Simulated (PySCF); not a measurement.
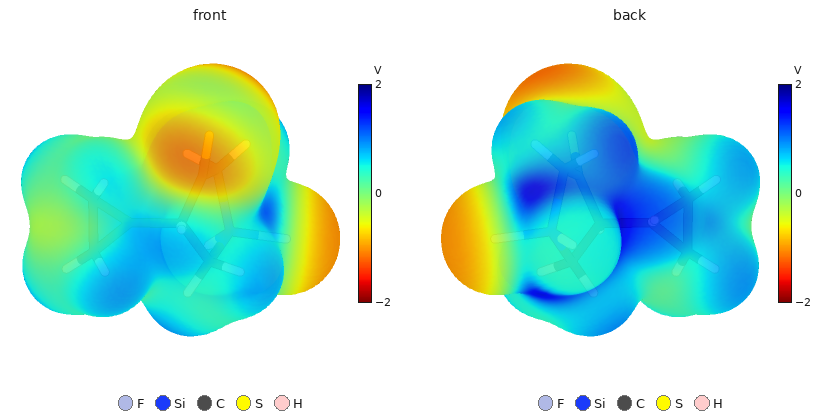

*C₇H₁₁FSSi. The molecular electrostatic potential painted on the density surface at 0.002 e/bohr³, seen from the front and from behind; red is negative and blue positive.*

Geometry: GFN2-xTB.

The calculation used PBE0/pcSseg-1, SCF density, gas phase, non-relativistic (PySCF 2.14.0).

```xyz
21

F    -3.7394   -0.5753   -0.7027
Si   -2.3709   -0.4791    0.1493
C    -1.7212    1.3098    0.1808
C    -0.5115    1.2998   -0.6941
S     0.0219    2.6054   -1.4937
C     0.1725   -0.0353   -0.7704
C     1.0072   -0.2130    0.4879
C     2.3313    0.4772    0.6063
C     2.2761   -1.0094    0.4286
C    -0.9020   -1.1330   -0.8609
H    -2.6831   -1.0898    1.4281
H    -1.4107    1.5986    1.1875
H    -2.4237    2.0741   -0.1501
H     0.8415   -0.0563   -1.6352
H     0.4075   -0.3028    1.3867
H     2.6234    0.8726    1.5670
H     2.6600    1.0800   -0.2265
H     2.5262   -1.6384    1.2693
H     2.5751   -1.4201   -0.5235
H    -0.4896   -2.0823   -0.5248
H    -1.1996   -1.2658   -1.9027
```

### Which sites attract a positive test charge, and which a negative one?

A positive charge is drawn to the negative regions and a negative charge to the positive ones. The most negative region (about −1.2 V) lies over S5, the most positive (about +1.6 V) over Si2.

### What dipole moment does the calculation give?

Its dipole moment is 3.24 D.
